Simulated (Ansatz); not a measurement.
# WH₄O₂F₄: nudged elastic band

- system: WH₄O₂F₄
- method: RKS revPBE/def2-SVP (Ansatz 0.2.0)

One setting was made poor on purpose. It belongs to a series of runs on one base structure; here: band between the two ends. Figures and captions count atoms from 1; the log counts them from 0 in places.

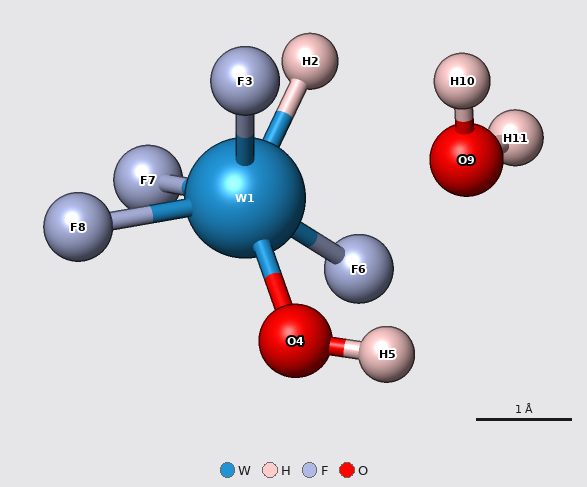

**Figure 1.** The starting structure (ball-and-stick view, seen at a tilt; atoms are numbered from 1 in the order of the input). Sticks mark near contacts. Bond lengths as drawn: F–W 1.89 to 1.92 Å, H–O 0.98 Å, H–W 1.72 Å and O–W 1.91 Å.

**Input file**
```yaml
crystal:
  periodic: [false, false, false]
  atoms:
    - { symbol: W, position_ang: [0.064909, -0.058903, -0.204006] }
    - { symbol: H, position_ang: [0.752842, -0.776357, 1.199367] }
    - { symbol: F, position_ang: [1.944902, 0.069494, -0.477797] }
    - { symbol: O, position_ang: [-0.334128, 1.675193, -0.889413] }
    - { symbol: H, position_ang: [-0.27928, 2.433713, -0.273003] }
    - { symbol: F, position_ang: [-1.265993, 0.390423, 1.098569] }
    - { symbol: F, position_ang: [-0.912247, -1.678457, -0.117535] }
    - { symbol: F, position_ang: [0.128401, -0.648359, -1.999676] }
    - { symbol: O, position_ang: [1.01162, 1.591866, 1.38024] }
    - { symbol: H, position_ang: [1.971758, 1.398819, 1.390314] }
    - { symbol: H, position_ang: [0.689414, 1.34587, 2.27134] }
basis:
  gaussian: { orbitals: def2-SVP }
hamiltonian:
  xc: revpbe
neb:
  order_check: false
  images: 5
  f_tol: 0.5
  max_iterations: 60
  final_atoms:
    - { symbol: W, position_ang: [0.60166438, 0.29184038, -0.50943405] }
    - { symbol: H, position_ang: [-1.19049105, 0.22296217, 3.69958582] }
    - { symbol: F, position_ang: [1.75053441, 0.24943854, -2.01433806] }
    - { symbol: O, position_ang: [0.01198033, 2.06001062, -0.8473883] }
    - { symbol: H, position_ang: [-0.76757675, 2.34976224, -1.35812727] }
    - { symbol: F, position_ang: [-0.49982973, 0.15826252, 1.01554675] }
    - { symbol: F, position_ang: [0.90270288, -1.56089051, -0.30609842] }
    - { symbol: F, position_ang: [-0.78505043, -0.22264076, -1.69407076] }
    - { symbol: O, position_ang: [2.07643242, 0.84919449, 0.49752884] }
    - { symbol: H, position_ang: [3.02365718, 1.06664749, 0.44829607] }
    - { symbol: H, position_ang: [-1.35182563, 0.27871482, 4.44689938] }
  initial_path:
    images:
      - { positions_ang: [[0.064909, -0.058903, -0.204006], [0.752842, -0.776357, 1.199367], [1.944902, 0.069494, -0.477797], [-0.334128, 1.675193, -0.889413], [-0.27928, 2.433713, -0.273003], [-1.265993, 0.390423, 1.098569], [-0.912247, -1.678457, -0.117535], [0.128401, -0.648359, -1.999676], [1.01162, 1.591866, 1.38024], [1.971758, 1.398819, 1.390314], [0.689414, 1.34587, 2.27134]] }
      - { positions_ang: [[0.033689, -0.0379951, -0.12657782], [0.55013533, -0.51880932, 1.49657239], [1.90149479, 0.04277794, -0.36080016], [-0.22709648, 1.76471149, -0.58159437], [-0.42013685, 2.38526973, -0.38842866], [-1.46805611, 0.26638053, 0.79350052], [-0.62274445, -1.73434147, -0.0707628], [0.02433826, -0.42872114, -1.93818448], [1.17765887, 1.56896887, 1.12457335], [2.07400698, 1.28672772, 1.28653581], [0.74890867, 1.14833275, 2.1435662]] }
      - { positions_ang: [[0.00246901, -0.0170872, -0.04914964], [0.34742866, -0.26126165, 1.79377778], [1.85808757, 0.01606187, -0.24380332], [-0.12006496, 1.85422998, -0.27377573], [-0.5609937, 2.33682647, -0.50385432], [-1.67011922, 0.14233806, 0.48843205], [-0.33324191, -1.79022594, -0.02399059], [-0.07972448, -0.20908327, -1.87669295], [1.34369774, 1.54607174, 0.8689067], [2.17625596, 1.17463645, 1.18275763], [0.80840334, 0.95079549, 2.0157924]] }
      - { positions_ang: [[-0.02875099, 0.0038207, 0.02827855], [0.14472199, -0.00371397, 2.09098317], [1.81468036, -0.01065419, -0.12680647], [-0.01303345, 1.94374847, 0.0340429], [-0.70185055, 2.2883832, -0.61927999], [-1.87218233, 0.01829559, 0.18336357], [-0.04373936, -1.84611041, 0.02278161], [-0.18378722, 0.01055459, -1.81520143], [1.50973661, 1.52317461, 0.61324006], [2.27850494, 1.06254517, 1.07897944], [0.867898, 0.75325824, 1.8880186]] }
      - { positions_ang: [[0.18138747, 0.09982726, -0.15095898], [-0.30034902, 0.07184474, 2.62718405], [1.79329837, 0.07604339, -0.75598367], [-0.00469552, 1.98250252, -0.2597675], [-0.72375929, 2.30884288, -0.86556241], [-1.41473146, 0.06495124, 0.46075796], [0.27174139, -1.75103711, -0.08684506], [-0.38420829, -0.06717719, -1.77482454], [1.69863521, 1.29851457, 0.57466965], [2.52688902, 1.06391261, 0.86875165], [0.12799013, 0.5950771, 2.74097886]] }
      - { positions_ang: [[0.39152592, 0.19583382, -0.33019652], [-0.74542004, 0.14740345, 3.16338494], [1.77191639, 0.16274096, -1.38516087], [0.0036424, 2.02125657, -0.5535779], [-0.74566802, 2.32930256, -1.11184484], [-0.9572806, 0.11160688, 0.73815235], [0.58722213, -1.65596381, -0.19647174], [-0.58462936, -0.14490898, -1.73444765], [1.88753382, 1.07385453, 0.53609924], [2.7752731, 1.06528005, 0.65852386], [-0.61191775, 0.43689596, 3.59393912]] }
      - { positions_ang: [[0.60166438, 0.29184038, -0.50943405], [-1.19049105, 0.22296217, 3.69958582], [1.75053441, 0.24943854, -2.01433806], [0.01198033, 2.06001062, -0.8473883], [-0.76757675, 2.34976224, -1.35812727], [-0.49982973, 0.15826252, 1.01554675], [0.90270288, -1.56089051, -0.30609842], [-0.78505043, -0.22264076, -1.69407076], [2.07643242, 0.84919449, 0.49752884], [3.02365718, 1.06664749, 0.44829607], [-1.35182563, 0.27871482, 4.44689938]] }
```

Hardware: 4 threads of AMD EPYC (Zen 5), 32 GiB of memory available, shared host.

Run as:
```bash
ansatz run input.yaml --threads 4 --pin off --max-ram 5120MiB --backend cpu --events-out ev --progress --plain --runs-dir out
```

**Output**
```
Engine: ansatz 0.2.0, x86_64-unknown-linux-gnu
Functional definition: revPBE
  parameter kappa = 1.245
  parameter beta = 0.06672455060314922
  exchange = pbe_x(kappa = kappa, mu = beta*pi^2/3)
  correlation = pbe_c(beta = beta)
1417 factors; their error is unknown
mean field evaluation 1: about -16826.5697 eV, gradient 9.9e1 eV
mean field evaluation 2: about -16576.7493 eV, gradient 3.2e2 eV
mean field evaluation 4: about -16840.8119 eV, gradient 4.0e1 eV
mean field evaluation 8: about -16843.6844 eV, gradient 1.4e0 eV
mean field evaluation 16: about -16843.6110 eV, gradient 1.1e-2 eV
mean field -16843.61102864 eV, -618.9912882930 hartree, gradient 7.5e-5 eV, S^2 0.000000; 0 other end points of the search recorded, 0 dependent functions left out
the calculation of the forces begins
reference -16843.61111885 eV, -618.9912916080 hartree; 35, 35 occupied and 101, 101 virtual orbitals, 1417 factors
1417 factors; their error is unknown
mean field evaluation 32: about -16844.6046 eV, gradient 2.5e-1 eV
mean field -16844.53193285 eV, -619.0251308982 hartree, gradient 3.2e-5 eV, S^2 0.000000; 0 other end points of the search recorded, 0 dependent functions left out
[... from here on the field's lines of each further geometry are left out, up to the last ...]
NEB iter   1: max|band force component| = 4.147e1 eV/Å  barrier→ = 9.3383 eV  barrier← = 10.2592 eV  Δτ_max = 0.2000 Å  (357 SCF iters)
NEB iter   2: max|band force component| = 6.561e0 eV/Å  barrier→ = 4.3705 eV  barrier← = 5.2914 eV  Δτ_max = 0.2000 Å  (222 SCF iters)
NEB iter   3: max|band force component| = 3.072e0 eV/Å  barrier→ = 2.2641 eV  barrier← = 3.1850 eV  Δτ_max = 0.2000 Å  (199 SCF iters)
NEB iter   4: max|band force component| = 2.125e0 eV/Å  barrier→ = 1.1603 eV  barrier← = 2.0812 eV  Δτ_max = 0.1975 Å  (203 SCF iters)
NEB iter   5: max|band force component| = 2.088e0 eV/Å  barrier→ = 1.0121 eV  barrier← = 1.9330 eV  Δτ_max = 0.1011 Å  (181 SCF iters)
NEB iter   6: max|band force component| = 1.926e0 eV/Å  barrier→ = 0.8828 eV  barrier← = 1.8037 eV  Δτ_max = 0.0503 Å  (189 SCF iters)
NEB iter   7: max|band force component| = 6.637e-1 eV/Å  barrier→ = 0.7848 eV  barrier← = 1.7057 eV  Δτ_max = 0.1015 Å  (172 SCF iters)
NEB iter   8: max|band force component| = 8.896e-1 eV/Å  barrier→ = 0.6615 eV  barrier← = 1.5824 eV  Δτ_max = 0.0502 Å  (186 SCF iters)
NEB iter   9: max|band force component| = 6.045e-1 eV/Å  barrier→ = 0.5774 eV  barrier← = 1.4983 eV  Δτ_max = 0.1012 Å  (164 SCF iters)
NEB iter  10: max|band force component| = 5.534e-1 eV/Å  barrier→ = 0.5282 eV  barrier← = 1.4491 eV  Δτ_max = 0.1000 Å  (184 SCF iters)
the calculation of the forces begins
reference -16844.52742418 eV, -619.0249652077 hartree; 35, 35 occupied and 101, 101 virtual orbitals, 1417 factors
1417 factors; their error is unknown
mean field evaluation 672: about -16843.2182 eV, gradient 1.8e-1 eV
mean field -16843.14307080 eV, -618.9740911594 hartree, gradient 1.3e-5 eV, S^2 0.000000; 1 other end points of the search recorded, 0 dependent functions left out
the calculation of the forces begins
reference -16843.14316124 eV, -618.9740944832 hartree; 35, 35 occupied and 101, 101 virtual orbitals, 1417 factors
NEB iter  11: max|band force component| = 3.792e-1 eV/Å  barrier→ = 0.4680 eV  barrier← = 1.3889 eV  CI = image 1  Δτ_max = 0.0000 Å  (352 SCF iters)
```

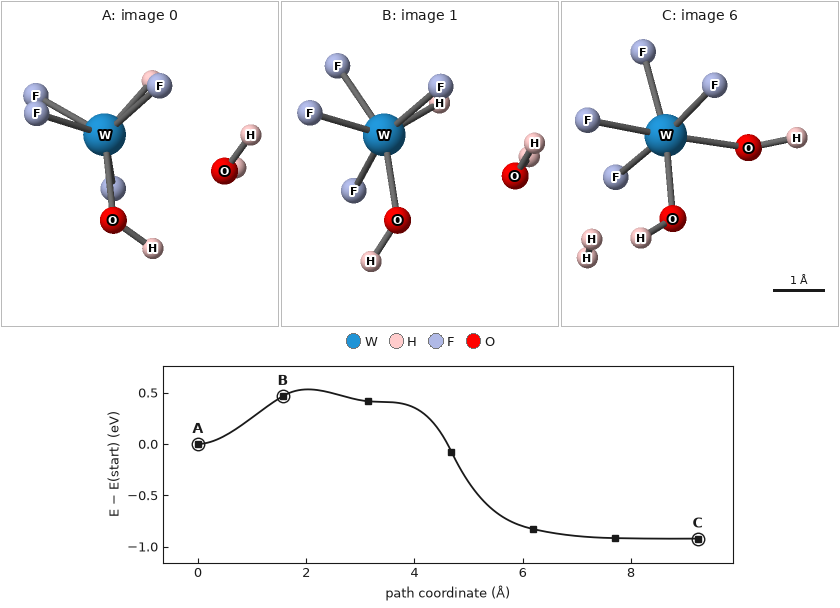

**Figure 2.** Images of the last band (counted from 0; ball-and-stick, seen at a tilt) above the energy along the path; the line is a cubic interpolation that uses the forces. The highest image is number 1, 0.468 eV above the start and 1.389 eV above the end (the climbing image); the end lies 0.921 eV below the start. The path is 9.23 Å long. The band converged in 11 iterations.

```
Total energy: -16843.14316124 eV, -618.9740944832 hartree
Atom 0 at     0.026225     0.034273    -0.175346 Å, force    -0.415409     0.084502    -0.218195 eV/Å
Atom 1 at     0.436679    -0.514921     1.400584 Å, force     0.219514    -0.128333     0.002555 eV/Å
Atom 2 at     1.885560    -0.056725    -0.425122 Å, force     0.190278    -0.008151     0.060258 eV/Å
Atom 3 at    -0.091621     1.883914    -0.637048 Å, force    -0.053766    -0.155040     0.006687 eV/Å
Atom 4 at    -0.915911     2.373327    -0.817699 Å, force     0.064481    -0.007476    -0.088996 eV/Å
Atom 5 at    -1.671816     0.358901     0.583069 Å, force     0.098736     0.025432     0.170060 eV/Å
Atom 6 at    -0.522699    -1.787700    -0.028345 Å, force    -0.152181     0.052694    -0.049769 eV/Å
Atom 7 at    -0.167370    -0.491934    -1.994326 Å, force     0.116091     0.033613     0.037319 eV/Å
Atom 8 at     1.328482     1.565240     1.638945 Å, force    -0.045162    -0.059088     0.183558 eV/Å
Atom 9 at     2.237496     1.324586     1.363099 Å, force    -0.013001     0.069050    -0.045896 eV/Å
Atom 10 at     1.227175     1.054341     2.470589 Å, force    -0.009581     0.092795    -0.057580 eV/Å
Dipole moment:     0.268107     0.584797     0.457113 e Å
this run last wrote the band of iteration 11 to [file]
```

**The last band as extended XYZ (Å, eV, eV/Å)**
```
11
Properties=species:S:1:pos:R:3:forces:R:3 image=0 energy=-16843.61103
W     0.0649   -0.0589   -0.2040    0.0227   0.0016   0.0126
H     0.7528   -0.7764    1.1994   -0.0070  -0.0131  -0.0061
F     1.9449    0.0695   -0.4778   -0.0102   0.0015   0.0007
O    -0.3341    1.6752   -0.8894    0.0030  -0.0148  -0.0078
H    -0.2793    2.4337   -0.2730    0.0012   0.0202   0.0161
F    -1.2660    0.3904    1.0986    0.0028  -0.0001  -0.0031
F    -0.9122   -1.6785   -0.1175    0.0013   0.0008   0.0033
F     0.1284   -0.6484   -1.9997   -0.0030  -0.0022  -0.0010
O     1.0116    1.5919    1.3802   -0.0209   0.0075   0.0078
H     1.9718    1.3988    1.3903    0.0092  -0.0039  -0.0038
H     0.6894    1.3459    2.2713    0.0010   0.0026  -0.0188
11
Properties=species:S:1:pos:R:3:forces:R:3 image=1 energy=-16843.14307
W     0.0262    0.0343   -0.1753   -0.4154   0.0845  -0.2182
H     0.4367   -0.5149    1.4006    0.2195  -0.1283   0.0026
F     1.8856   -0.0567   -0.4251    0.1903  -0.0082   0.0603
O    -0.0916    1.8839   -0.6370   -0.0538  -0.1550   0.0067
H    -0.9159    2.3733   -0.8177    0.0645  -0.0075  -0.0890
F    -1.6718    0.3589    0.5831    0.0987   0.0254   0.1701
F    -0.5227   -1.7877   -0.0283   -0.1522   0.0527  -0.0498
F    -0.1674   -0.4919   -1.9943    0.1161   0.0336   0.0373
O     1.3285    1.5652    1.6389   -0.0452  -0.0591   0.1836
H     2.2375    1.3246    1.3631   -0.0130   0.0691  -0.0459
H     1.2272    1.0543    2.4706   -0.0096   0.0928  -0.0576
11
Properties=species:S:1:pos:R:3:forces:R:3 image=2 energy=-16843.19415
W     0.0938    0.1622   -0.0874   -0.0026  -0.1103   0.2222
H    -0.2487    0.0419    1.6134   -0.1486   0.0263  -0.1233
F     1.8942    0.0211   -0.7023    0.0003   0.0369  -0.1225
O    -0.1501    2.0029   -0.4167   -0.1079   0.0078  -0.0818
H    -0.9537    2.4671   -0.7168    0.0162   0.0541   0.0157
F    -1.8094    0.1086    0.1563   -0.0612   0.0379  -0.2086
F     0.1908   -1.7003    0.2814    0.1600   0.0025   0.0662
F    -0.4655   -0.3945   -1.8156   -0.0626   0.0012   0.0021
O     1.5452    1.2418    1.4432    0.0790  -0.0975   0.0890
H     2.4760    0.9443    1.3541   -0.0341  -0.0501  -0.1062
H     1.1996    0.8482    2.2689    0.1615   0.0913   0.2473
11
Properties=species:S:1:pos:R:3:forces:R:3 image=3 energy=-16843.68476
W     0.3181    0.3019   -0.2071    0.1559   0.1205  -0.1962
H    -0.2654    0.0989    2.3758   -0.0220   0.0704   0.7318
F     1.9827   -0.0832   -1.0436    0.0381   0.0255  -0.3892
O    -0.1803    2.1064   -0.4860    0.0419   0.0740  -0.1611
H    -1.0781    2.4230   -0.7011   -0.0554  -0.0154  -0.0408
F    -1.5088    0.1399    0.3448    0.2832   0.0710   0.1576
F     0.3148   -1.4843    0.4038    0.0685   0.0924   0.0973
F    -0.2643   -0.1196   -1.9464    0.0676  -0.0020  -0.0242
O     1.5510    1.0232    1.0638    0.0877  -0.1287  -0.3038
H     2.5135    0.8736    1.0066    0.0856   0.0307  -0.1339
H     0.3891    0.4636    2.5680   -0.7511  -0.3382   0.2625
11
Properties=species:S:1:pos:R:3:forces:R:3 image=4 energy=-16844.43958
W     0.3769    0.3066   -0.4319   -0.0193   0.0199   0.0373
H    -0.4999    0.1148    3.1826   -0.0232   0.0019   0.0685
F     1.9486    0.2604   -1.4840    0.0418   0.0165  -0.0454
O    -0.1172    2.0740   -0.8645   -0.0132  -0.0052  -0.0136
H    -0.9753    2.5162   -0.9962    0.0142   0.0134  -0.0430
F    -1.2249    0.2532    0.5758    0.0276  -0.0002  -0.0040
F     0.4986   -1.5132    0.0564    0.0387   0.0121  -0.0347
F    -0.4460   -0.3097   -2.0148   -0.0471  -0.0161  -0.0081
O     1.5213    0.8287    0.9681   -0.0071  -0.0074  -0.0609
H     2.4835    0.8199    1.1174    0.0032  -0.0250   0.0321
H     0.2066    0.3926    3.2694   -0.0157  -0.0101   0.0717
11
Properties=species:S:1:pos:R:3:forces:R:3 image=5 energy=-16844.52733
W     0.4440    0.3057   -0.4903    0.0010  -0.0141   0.0022
H    -0.7084    0.2010    3.4882    0.0017   0.0017   0.0026
F     1.8734    0.2781   -1.7318   -0.0010   0.0032  -0.0018
O    -0.0684    2.0778   -0.9049    0.0064   0.0215   0.0048
H    -0.7506    2.4127   -1.5157   -0.0017  -0.0093  -0.0090
F    -0.9454    0.1621    0.7767   -0.0006  -0.0016  -0.0037
F     0.6899   -1.5499   -0.2415    0.0030  -0.0012  -0.0029
F    -0.6648   -0.2006   -1.9402   -0.0044   0.0027   0.0028
O     1.6962    0.8267    0.7995    0.0017  -0.0062  -0.0118
H     2.6504    0.9613    0.9351   -0.0024   0.0041   0.0067
H    -0.4441    0.2683    4.2034   -0.0037  -0.0007   0.0100
11
Properties=species:S:1:pos:R:3:forces:R:3 image=6 energy=-16844.53193
W     0.6017    0.2918   -0.5094    0.0028  -0.0012   0.0024
H    -1.1905    0.2230    3.6996   -0.0059   0.0019   0.0271
F     1.7505    0.2494   -2.0143   -0.0127   0.0015   0.0142
O     0.0120    2.0600   -0.8474   -0.0133  -0.0004  -0.0106
H    -0.7676    2.3498   -1.3581    0.0136  -0.0049   0.0089
F    -0.4998    0.1583    1.0155    0.0122   0.0004  -0.0157
F     0.9027   -1.5609   -0.3061    0.0000   0.0034   0.0015
F    -0.7851   -0.2226   -1.6941    0.0120   0.0077   0.0100
O     2.0764    0.8492    0.4975    0.0006  -0.0030  -0.0122
H     3.0237    1.0666    0.4483   -0.0150  -0.0034   0.0018
H    -1.3518    0.2787    4.4469    0.0055  -0.0019  -0.0274
```

**Summary**

```csv
quantity,value
outcome,converged
"barrier, forward",0.468 eV
"barrier, backward",1.389 eV
wall time,43 s (CPU time 2.7 min)
peak memory,0.22 GiB
```

A deliberately poor setting: loose force. The order of the saddle point was not checked.
